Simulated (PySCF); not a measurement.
| atom | x (Å) | y (Å) | z (Å) |
| --- | --- | --- | --- |
| C | -1.2287 | 0.0826 | 1.0448 |
| C | -0.7712 | -0.1519 | -0.3880 |
| C | -1.9641 | -0.3085 | -1.3212 |
| S | 0.1956 | -1.7382 | -0.5081 |
| Si | 1.9394 | -1.3016 | 0.6589 |
| C | 2.0774 | 0.5717 | 0.6772 |
| C | 1.2704 | 1.3686 | -0.0186 |
| C | 0.1706 | 0.9253 | -0.9073 |
| O | 0.0257 | 1.4229 | -2.0005 |
| H | -0.3890 | 0.1935 | 1.7271 |
| H | -1.8352 | 0.9865 | 1.0920 |
| H | -1.8357 | -0.7587 | 1.3729 |
| H | -1.6216 | -0.4667 | -2.3404 |
| H | -2.5667 | -1.1595 | -1.0148 |
| H | -2.5723 | 0.5934 | -1.2991 |
| H | 3.0549 | -1.9241 | -0.0370 |
| H | 1.7567 | -1.7910 | 2.0250 |
| H | 2.8633 | 1.0225 | 1.2692 |
| H | 1.4209 | 2.4423 | -0.0396 |

Geometry: GFN2-xTB.

The calculation used PBE0/pcSseg-1, SCF density, gas phase, non-relativistic (PySCF 2.14.0).

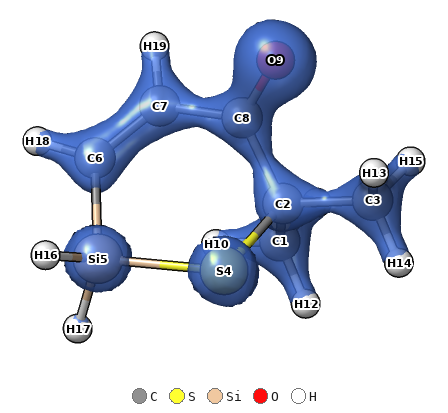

C$_{6}$H$_{10}$OSSi. Isosurface of the total electron density at 1.5 e/Å³ (blue), seen across its widest extent.

**Which contacts does the surface bridge?**

At this value the surface falls into five separate pieces. It bridges the sampled C–O (1.21 Å) and C–C (1.33 Å) contacts, where the density stays above the isovalue. It is pinched off along the sampled C–S (1.86 Å) and C–Si (1.88 Å) contacts. On the grid the lowest density along these lines, outside the cores, is 2.8 e/Å³ (C–O, 1.21 Å), 2.3 e/Å³ (C–C, 1.33 Å), 1.1 e/Å³ (C–S, 1.86 Å) and 0.8 e/Å³ (C–Si, 1.88 Å).
